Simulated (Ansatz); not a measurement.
# SiPN (triplet): one geometry, many settings

What do other methods and options give for SiPN (triplet) at this geometry, and how long do they take?

Method: the settings change from run to run; program: Ansatz 0.2.0, Gaussian basis.

25 further runs of the same task are left out: 8 for a known fault of the program, 8 that didn't finish, 9 set aside as unsound or not needed.

## (1) The geometry

The geometry is a PBE0/def2-TZVP stationary point (not a proven minimum) of the parent state, kept for this charge and spin.

3 atoms, charge 0, spin multiplicity 3.

Atoms are counted from 1 here; the program's logs count them from 0.

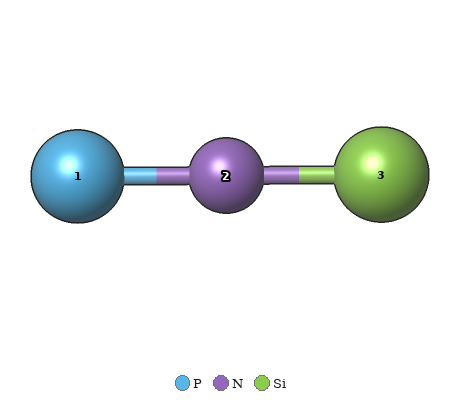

The structure; phosphorus blue, nitrogen purple, silicon green; atoms are numbered from 1 in the order of the file.

Geometry (Å):

```xyz
3
charge 0, multiplicity 3
P     0.00000    0.00000    1.58820
N     0.00000    0.00000    0.02190
Si    0.00000    0.00000   -1.61010
```

## (2) MRCISD+Q(12,7)/6-31G

File in.yaml:

```yaml
crystal:
  periodic: [false, false, false]
  atoms:
    - {symbol: P, position_ang: [0.000000, 0.000000, 1.588200]}
    - {symbol: N, position_ang: [0.000000, 0.000000, 0.021900]}
    - {symbol: Si, position_ang: [0.000000, 0.000000, -1.610100]}
basis:
  gaussian: {orbitals: 6-31G}
magnetization: {spin_polarized: false, initial_magnetization: 2}
correlation: {method: fic_mrcisd_q, electrons: outside_noble_gas, active_space: {window: {electrons: 12, orbitals: 7}}}
scf: {lower_state_search: off}
```

The run is started by

```bash
> ansatz run in.yaml --threads 1 --pin off --events-out ev --progress --plain --max-ram 2393MiB
```

The log of the run, cut to the lines that bear on the results:

```text
Functional definition: HF
  name "HF"
  cite "Fock, Z. Phys. 61, 126 (1930) doi:10.1007/BF01340294"
  parent pbe
[...]
412 factors; integrals over basis functions are off by at most 8.9e-5 eV
[...]
mean field -18611.66619823 eV, -683.9661173447 hartree, gradient 3.2e-6 eV, S^2 2.000000; 0 other end points of the search recorded, 0 dependent functions left out
reference -18611.66619823 eV, -683.9661173447 hartree; 19, 17 occupied and 16, 18 virtual orbitals, 412 factors
state -18611.69510648 eV, -683.9671797031 hartree
contracted CI cycle   1: correlation 0.00000000 eV, 0.0000000000 hartree, residual 1.81e1 eV
contracted CI cycle   2: correlation -4.90144887 eV, -0.1801249236 hartree, residual 3.71e0 eV
contracted CI cycle   3: correlation -5.23701997 eV, -0.1924569340 hartree, residual 1.16e0 eV
contracted CI cycle   4: correlation -5.26513829 eV, -0.1934902633 hartree, residual 3.95e-1 eV
contracted CI cycle   5: correlation -5.26886128 eV, -0.1936270808 hartree, residual 1.53e-1 eV
contracted CI cycle   6: correlation -5.26945167 eV, -0.1936487772 hartree, residual 4.91e-2 eV
contracted CI cycle   7: correlation -5.26951105 eV, -0.1936509593 hartree, residual 1.57e-2 eV
contracted CI cycle   8: correlation -5.26951661 eV, -0.1936511638 hartree, residual 4.96e-3 eV
contracted CI cycle   9: correlation -5.26951720 eV, -0.1936511855 hartree, residual 1.54e-3 eV
contracted CI cycle  10: correlation -5.26951726 eV, -0.1936511875 hartree, residual 4.75e-4 eV
contracted CI cycle  11: correlation -5.26951727 eV, -0.1936511877 hartree, residual 1.55e-4 eV
state -18611.69510648 eV, -683.9671797031 hartree; corrected -18617.63785571 eV, -684.1855717091 hartree
WARN: 3 active orbitals are nearly empty or full. The corrections depend on them more than the energy does, and are more stable in an active space without them
Total energy: -18617.63785571 eV, -684.1855717091 hartree
Checks for a lower state left out: stability, starts, cluster_reference, orbital_swaps, neighbouring_geometries, increment
```

Run time: 0.78 s. Hardware: 1 thread of Intel Xeon 6975P-C, shared host.

From the report: 8 determinants; active occupations 2.00, 2.00, 2.00, 2.00, 2.00, 1.00, 1.00. The report marks this result as in doubt.

## (3) MRCISD+Q(4,6)/6-31G

Changes to in.yaml since step 2:

```diff
@@ -9,3 +9,3 @@
 magnetization: {spin_polarized: false, initial_magnetization: 2}
-correlation: {method: fic_mrcisd_q, electrons: outside_noble_gas, active_space: {window: {electrons: 12, orbitals: 7}}}
-scf: {lower_state_search: off}
+correlation: {method: fic_mrcisd_q, electrons: outside_noble_gas, active_space: {window: {electrons: 4, orbitals: 6}}}
+scf: {lower_state_search: light}
```

Same command.

The log of the run, cut to the lines that bear on the results:

```text
Functional definition: HF
  name "HF"
  cite "Fock, Z. Phys. 61, 126 (1930) doi:10.1007/BF01340294"
  parent pbe
[...]
412 factors; integrals over basis functions are off by at most 8.9e-5 eV
[...]
mean field -18611.66619823 eV, -683.9661173447 hartree, gradient 3.2e-6 eV, S^2 2.000000; 6 other end points of the search recorded, 0 dependent functions left out
reference -18611.66619823 eV, -683.9661173447 hartree; 19, 17 occupied and 16, 18 virtual orbitals, 412 factors
state -18612.57036128 eV, -683.9993447237 hartree
contracted CI cycle   1: correlation 0.00000000 eV, 0.0000000000 hartree, residual 1.68e1 eV
contracted CI cycle   2: correlation -4.29603027 eV, -0.1578762006 hartree, residual 3.63e0 eV
contracted CI cycle   3: correlation -4.58664649 eV, -0.1685561494 hartree, residual 1.08e0 eV
[...]
contracted CI cycle   2: correlation -4.57482168 eV, -0.1681215957 hartree, residual 3.21e0 eV
contracted CI cycle   3: correlation -4.81284513 eV, -0.1768687962 hartree, residual 9.97e-1 eV
contracted CI cycle   4: correlation -4.83517566 eV, -0.1776894282 hartree, residual 3.48e-1 eV
contracted CI cycle   5: correlation -4.83823801 eV, -0.1778019672 hartree, residual 1.24e-1 eV
contracted CI cycle   6: correlation -4.83862158 eV, -0.1778160635 hartree, residual 4.11e-2 eV
contracted CI cycle   7: correlation -4.83866508 eV, -0.1778176618 hartree, residual 1.30e-2 eV
contracted CI cycle   8: correlation -4.83866891 eV, -0.1778178028 hartree, residual 3.77e-3 eV
contracted CI cycle   9: correlation -4.83866924 eV, -0.1778178149 hartree, residual 1.07e-3 eV
state -18612.28860935 eV, -683.9889905313 hartree; corrected -18617.63938806 eV, -684.1856280221 hartree
state -18612.57036128 eV, -683.9993447237 hartree; corrected -18617.66612472 eV, -684.1866105760 hartree
Total energy: -18617.66612472 eV, -684.1866105760 hartree
```

Wall time 2.3 s (1 thread of Intel Xeon 6975P-C, shared host).

From the report: 112 determinants; active occupations 1.92, 0.99, 0.98, 0.08, 0.02, 0.00.

## (4) CCSD/6-31G

Changes to in.yaml since step 3:

```diff
@@ -9,3 +9,3 @@
 magnetization: {spin_polarized: false, initial_magnetization: 2}
-correlation: {method: fic_mrcisd_q, electrons: outside_noble_gas, active_space: {window: {electrons: 4, orbitals: 6}}}
-scf: {lower_state_search: light}
+hamiltonian: {xc: {name: r2SCAN}}
+correlation: {method: ccsd, electrons: all, diis_vectors: 2}
```

Launched as before.

The log of the run, cut to the lines that bear on the results:

```text
Functional definition: r2SCAN
  name "r2SCAN"
  cite "Furness, Kaplan, Ning, Perdew & Sun, J. Phys. Chem. Lett. 11, 8208 (2020) doi:10.1021/acs.jpclett.0c02405"
  cite "Furness, Kaplan, Ning, Perdew & Sun, J. Phys. Chem. Lett. 11, 9248 (2020) doi:10.1021/acs.jpclett.0c03077"
  parent r2scan
[...]
412 factors; integrals over basis functions are off by at most 8.9e-5 eV
[...]
mean field -18649.75847912 eV, -685.3659828475 hartree, gradient 9.3e-7 eV, S^2 2.000000; 0 other end points of the search recorded, 0 dependent functions left out
[...]
reference -18611.03194743 eV, -683.9428090574 hartree; 19, 17 occupied and 16, 18 virtual orbitals, 412 factors
second order -6.48223544 eV of doubles, -0.51939408 eV of singles
cycle   1  -6.26012190 eV  change    7.4e-1 eV  update   1.3e-1
[...]
cycle  11  -6.73526240 eV  change    8.5e-6 eV  update   3.4e-5
Total energy: -18617.76720983 eV, -684.1903253853 hartree
```

It took 2 s on 1 thread of Intel Xeon 6975P-C, shared host.

From the report: correlation -6.7353 eV; T1 0.019; largest double amplitude 0.07. The orbitals are Kohn-Sham ones, so correlation energy and T1 don't compare with those on Hartree-Fock orbitals.

## (5) BCCD(T) on ROHF/cc-pVDZ

Changes to in.yaml since step 4:

```diff
@@ -7,5 +7,4 @@
 basis:
-  gaussian: {orbitals: 6-31G}
+  gaussian: {orbitals: cc-pVDZ, point_charges: [{charge: -1.00, position_ang: [3.928, -0.533, 0.249]}]}
 magnetization: {spin_polarized: false, initial_magnetization: 2}
-hamiltonian: {xc: {name: r2SCAN}}
-correlation: {method: ccsd, electrons: all, diis_vectors: 2}
+correlation: {method: bccd_t, electrons: outside_noble_gas}
```

Same command.

The log of the run, cut to the lines that bear on the results:

```text
Functional definition: HF
  name "HF"
  cite "Fock, Z. Phys. 61, 126 (1930) doi:10.1007/BF01340294"
  parent pbe
[...]
513 factors; integrals over basis functions are off by at most 9.1e-4 eV
[...]
mean field -18614.68798201 eV, -684.0771658503 hartree, gradient 2.1e-6 eV, S^2 2.000000; 8 other end points of the search recorded, 0 dependent functions left out
[...]
determinant -18614.68798201 eV, -684.0771658503 hartree, with singles and doubles -18624.50859935 eV, -684.4380668807 hartree
determinant -18613.05163748 eV, -684.0170312979 hartree, with singles and doubles -18622.47328592 eV, -684.3632704920 hartree
determinant -18612.73085292 eV, -684.0052426827 hartree, with singles and doubles -18622.16612757 eV, -684.3519826306 hartree
determinant -18611.72123306 eV, -683.9681398373 hartree, with singles and doubles -18621.75221380 eV, -684.3367715802 hartree
determinant -18611.70775781 eV, -683.9676446309 hartree, with singles and doubles -18621.74711365 eV, -684.3365841533 hartree
11 core orbitals not correlated: weight in the atoms' cores, before any rotation towards them, 1.000 or more for the frozen orbitals, at most 0.000 for the correlated occupied ones
reference -18614.68798201 eV, -684.0771658503 hartree; 8, 6 occupied and 31, 33 virtual orbitals, 513 factors
second order -9.04138850 eV of doubles, -0.11992168 eV of singles
cycle   1  -9.76522937 eV  change    5.5e-2 eV  update   4.5e-2
[...]
cycle  12  -9.79998996 eV  change   -3.5e-6 eV  update   1.4e-5
perturbative correction -0.50367402 eV, -0.0185096789 hartree
Total energy: -18624.99164599 eV, -684.4558185175 hartree
```

It took 3.9 s on 1 thread of Intel Xeon 6975P-C, shared host.

From the report: correlation -10.3037 eV; largest double amplitude 0.07.

## (6) CISD/cc-pVDZ

File in.yaml:

```yaml
crystal:
  periodic: [false, false, false]
  atoms:
    - {symbol: P, position_ang: [0.000000, 0.000000, 1.588200]}
    - {symbol: N, position_ang: [0.000000, 0.000000, 0.021900]}
    - {symbol: Si, position_ang: [0.000000, 0.000000, -1.610100]}
basis:
  gaussian: {orbitals: cc-pVDZ}
magnetization: {spin_polarized: false, initial_magnetization: 2}
correlation: {active_space: {ras: {orbitals: [6, 2, 31], electrons: 14, max_holes: 2, max_particles: 2}, fixed_orbitals: true}}
scf: {lower_state_search: off}
output: {forces: true}
```

Launched as before.

The log of the run, cut to the lines that bear on the results:

```text
Functional definition: HF
  name "HF"
  cite "Fock, Z. Phys. 61, 126 (1930) doi:10.1007/BF01340294"
  parent pbe
[...]
513 factors; integrals over basis functions are off by at most 9.1e-4 eV
[...]
mean field -18614.62832997 eV, -684.0749736781 hartree, gradient 1.8e-6 eV, S^2 2.000000; 0 other end points of the search recorded, 0 dependent functions left out
reference -18614.62832997 eV, -684.0749736781 hartree; 19, 17 occupied and 31, 33 virtual orbitals, 513 factors
state -18623.23381139 eV, -684.3912192875 hartree
[...]
Total energy: -18623.23381139 eV, -684.3912192875 hartree
Atom 0 at     0.000000     0.000000     1.588200 Å, force    -0.000000     0.000000     2.830906 eV/Å
Atom 1 at     0.000000     0.000000     0.021900 Å, force     0.000000    -0.000000    -3.521057 eV/Å
Atom 2 at     0.000000     0.000000    -1.610100 Å, force    -0.000000     0.000000     0.690151 eV/Å
Dipole moment:     0.000000    -0.000000    -0.258421 e Å
Checks for a lower state left out: starts, cluster_reference, orbital_swaps, neighbouring_geometries, increment
```

Run time: 7.5 s. Hardware: 1 thread of Intel Xeon 6975P-C, shared host.

From the report: 76,354 determinants.

## (7) NEVPT2(2,10)/cc-pVDZ

File in.yaml:

```yaml
crystal:
  periodic: [false, false, false]
  atoms:
    - {symbol: P, position_ang: [0.000000, 0.000000, 1.588200]}
    - {symbol: N, position_ang: [0.000000, 0.000000, 0.021900]}
    - {symbol: Si, position_ang: [0.000000, 0.000000, -1.610100]}
basis:
  gaussian: {orbitals: cc-pVDZ}
magnetization: {spin_polarized: false, initial_magnetization: 2}
correlation: {method: sc_nevpt2, electrons: valence, active_space: {window: {electrons: 2, orbitals: 10}, states: [{multiplicity: 3, weights: [0.5, 1]}], root: 1}}
accuracy: high
scf: {lower_state_search: light}
output: {forces: true}
```

Launched as before.

The log of the run, cut to the lines that bear on the results:

```text
Functional definition: HF
  name "HF"
  cite "Fock, Z. Phys. 61, 126 (1930) doi:10.1007/BF01340294"
  parent pbe
[...]
1000 factors; integrals over basis functions are off by at most 3.0e-9 eV
[...]
mean field -18614.62846767 eV, -684.0749787384 hartree, gradient 8.5e-8 eV, S^2 2.000000; 6 other end points of the search recorded, 0 dependent functions left out
reference -18614.62846767 eV, -684.0749787384 hartree; 19, 17 occupied and 31, 33 virtual orbitals, 1000 factors
state -18614.52734045 eV, -684.0712623819 hartree
state -18612.73497908 eV, -684.0053943163 hartree
state -18614.52734045 eV, -684.0712623819 hartree; corrected -18623.53414110 eV, -684.4022562006 hartree
state -18612.73497908 eV, -684.0053943163 hartree; corrected -18621.40508396 eV, -684.3240147939 hartree
WARN: 1 active orbitals are nearly empty or full. The corrections depend on them more than the energy does, and are more stable in an active space without them
[...]
Total energy: -18621.40508396 eV, -684.3240147939 hartree
Atom 0 at     0.000000     0.000000     1.588200 Å, force     0.000000     0.000000    -0.152401 eV/Å
Atom 1 at     0.000000     0.000000     0.021900 Å, force    -0.000000    -0.000000     5.490189 eV/Å
Atom 2 at     0.000000     0.000000    -1.610100 Å, force     0.000000     0.000000    -5.337788 eV/Å
Dipole moment:    -0.000000    -0.000000     0.478681 e Å
```

Wall time 20 s (1 thread of Intel Xeon 6975P-C, shared host).

From the report: 68 determinants; active occupations (of the averaged states) 0.96, 0.66, 0.34, 0.04, 0.00, 0.00, 0.00, 0.00, 0.00, 0.00. The report marks this result as in doubt.

## (8) All runs side by side

Where basis and cores are those of an earlier RCCSDT(Q)/cc-pVDZ run (-18624.9828 eV), and the state is the same kind, the miss against it is given. † marks a result that the program doubts.

| level | correlated | functions | energy (eV) | from RCCSDT(Q) (meV) | time |
| --- | --- | --- | --- | --- | --- |
| MRCISD+Q(12,7)/6-31G † | outside noble gas | 35 | -18617.6379 |  | 0.78 s |
| MRCISD+Q(4,6)/6-31G | outside noble gas | 35 | -18617.6661 |  | 2.3 s |
| CCSD/6-31G (on r2SCAN orbitals) | all | 35 | -18617.7672 |  | 2 s |
| BCCD(T) on ROHF/cc-pVDZ (beside a point charge) | outside noble gas | 50 | -18624.9916 |  | 3.9 s |
| CISD/cc-pVDZ | outside noble gas | 50 | -18623.2338 | 1749.0 | 7.5 s |
| NEVPT2(2,10)/cc-pVDZ (excited root 1 of an average) † | valence | 50 | -18621.4051 |  | 20 s |

## (9) Outcome

| quantity | value |
| --- | --- |
| runs | 6 |
| quickest | MRCISD+Q(12,7)/6-31G †, 0.78 s |
| slowest | NEVPT2(2,10)/cc-pVDZ (excited root 1 of an average) †, 20 s |

Total energies in different bases, with other cores or another treatment of relativity can't be set against each other. NEVPT2(2,10)/cc-pVDZ (excited root 1 of an average) † took 25 times as long as MRCISD+Q(12,7)/6-31G †; the jobs differ in more than the method.
